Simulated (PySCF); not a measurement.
## Electronic structure of FH2P (SMILES FP) in real space

Input

```
{"job": {"kind": "nmr", "xc": "PBE0", "basis": "pcSseg-1"}, "charge": 0, "multiplicity": 1}
F      1.350672    -0.160190     0.029223
P     -0.179343    -0.007609     0.575774
H     -0.698721    -0.912844    -0.366031
H     -0.462374     1.085416    -0.261820
```

Launched as:

```sh
OMP_NUM_THREADS=1 python probes_run.py task.json out
```

Geometry: GFN2-xTB.

Theory: PBE0/pcSseg-1, SCF density, gas phase, non-relativistic in PySCF.

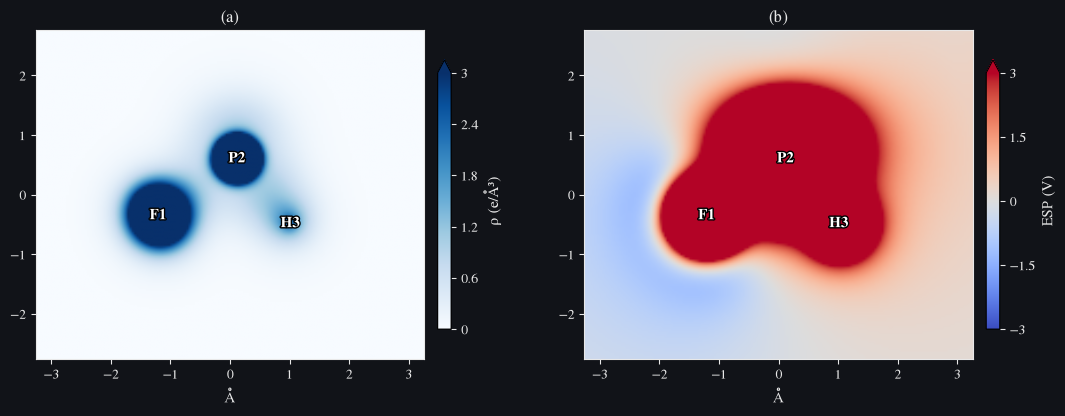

Figure 1. (a) total electron density; (b) electrostatic potential on the plane of atoms F1, P2 and H3.

Question: Interpret the plot.

Answer: Atoms in the plane: F, P and H. P–F (1.63 Å): ρ at the midpoint is about 1.2 e/Å³. P–H (1.41 Å): the density is about 1.1 e/Å³ at the midpoint. Outside the dense part of the molecule the potential is most negative (−1.2 V) near F1.

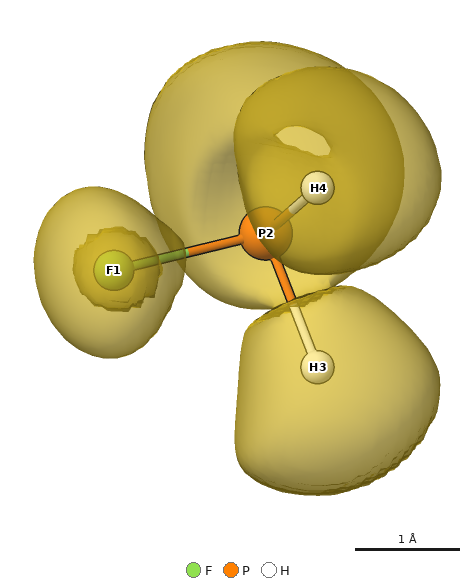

Figure 2. Isosurface of the ELF at 0.75 (yellow), seen at an oblique angle. Core shells and regions of very low density are left out.

Question: Describe the localisation domains.

Answer: The ELF exceeds this value in one region wrapped around F (its lone pairs, merged into a ring or cap) and one joined region spread over several atoms (H, P), in which their bonds and any lone pairs are merged. Profiles from the grid: P–F (1.63 Å): the ELF peaks at about 0.80 between the atoms (a shared but strongly polarised pair). P–H (1.41 Å): the ELF climbs to about 1 towards the hydrogen, as it does in any bond to H.

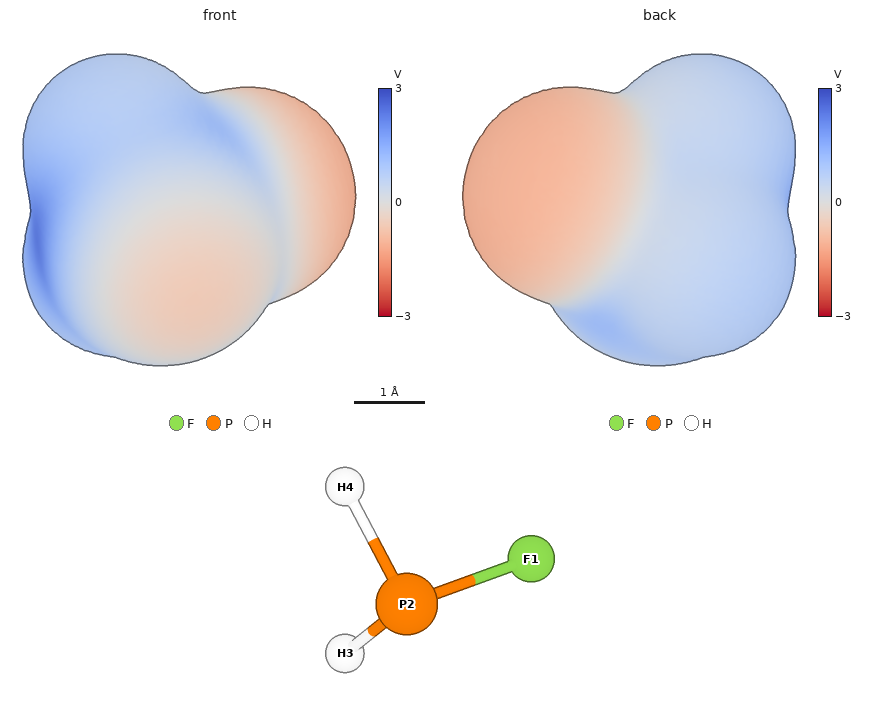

Figure 3. The molecular electrostatic potential painted on the density surface at 0.002 e/bohr³, seen from the front and from behind; red is negative and blue positive. The bare structure is drawn below in the same view.

Question: Describe the electrostatic potential map.

Answer: The most negative region (about −1.1 V, or −25 kcal/mol for a unit charge) lies over F1, the most positive (about +2.2 V, or +51 kcal/mol for a unit charge) over P2.

Question: How polar is the molecule by this calculation?

Answer: Its dipole moment is 1.80 D.
